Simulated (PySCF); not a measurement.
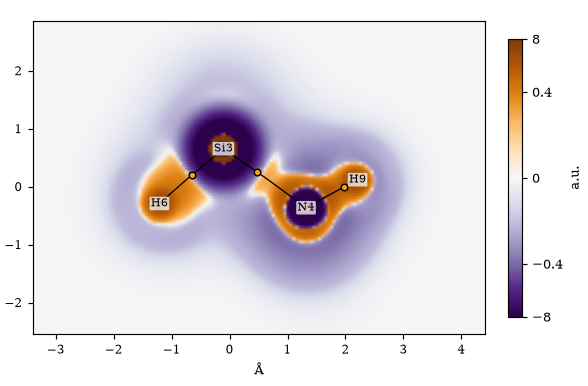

*FH₆NSi, SMILES `F.[SiH3]N`. Negative Laplacian of the density (−∇²ρ) in the plane of Si3, N4, H6 and H9 (orange positive, purple negative, colour scale in a.u., logarithmic beyond ±0.04), with bond paths and bond critical points (dots).*

Level of theory: BP86/cc-pVTZ (PySCF), at a geometry from GFN2-xTB. The pair's geometry is semi-empirical, so its contact may be too short or too long.

The calculation's input:

```python
import numpy as np
from pyscf import gto, scf, dft
from pyscf.scf import atom_ks, atom_hf
from scipy.linalg import block_diag

def solve(mol, dm0=None, hcore=None):
    mf = (dft.UKS if mol.spin else dft.RKS)(mol, xc='bp86')
    mf.grids.level = 3
    mf = mf.density_fit(auxbasis='def2-universal-jkfit')
    mf.conv_tol, mf.max_cycle = 1e-8, 80
    if hcore is not None:
        mf.get_hcore = lambda *args: hcore
    mf.kernel(dm0)
    if not mf.converged:
        mf = mf.newton().run(mf.mo_coeff, mf.mo_occ, max_cycle=30)
    assert mf.converged, 'SCF not converged'
    return mf

mol = gto.M(atom='''
F      2.37394    -0.33227     0.00065
H      1.47240     0.03225     0.00043
Si    -1.33340    -0.26634     0.00063
N      0.06405     0.79225     0.00041
H     -1.17751    -1.04624    -1.22647
H     -1.18808    -1.03469     1.22642
H     -2.60304     0.46824    -0.00678
H      0.17152     1.38076     0.81219
H      0.17856     1.37306    -0.82331
''', basis='cc-pvtz', charge=0, spin=0, verbose=4)
mf = solve(mol)
mf.analyze()
# spherically averaged free atoms, for the promolecule
atm = atom_ks.get_atm_nrks(mol, xc='bp86')
pro = block_diag(*[(atm[a[0]][2] * atm[a[0]][3]) @ atm[a[0]][2].T for a in mol._atom])
np.savez('result.npz', e=mf.e_tot, c=mf.mo_coeff, occ=mf.mo_occ, eps=mf.mo_energy, pro=pro, dip=mf.dip_moment(verbose=0), s2=mf.spin_square()[0])
```

Launched as:

```sh
OMP_NUM_THREADS=1 python input.py
```

The run took 21 s on 1 thread of Arm Neoverse V1 (shared host), peak memory 0.59 GiB.

Partitions, critical points and surface values were worked out afterwards from this run's density.

### At which bond critical points in this plane is charge locally concentrated, and at which depleted?

Concentrated (∇²ρ < 0): N4–H9 (−1.66 a.u.). Depleted (∇²ρ > 0): Si3–H6 (+0.22 a.u., H = −0.082); Si3–N4 (+0.50 a.u., H = −0.065). A positive Laplacian with clearly negative H marks a strongly polar covalent bond, whose critical point lies close to the core of the less electronegative atom.

### Where along N4–H9 does the critical point lie?

0.74 Å from N4 and 0.27 Å from H9.
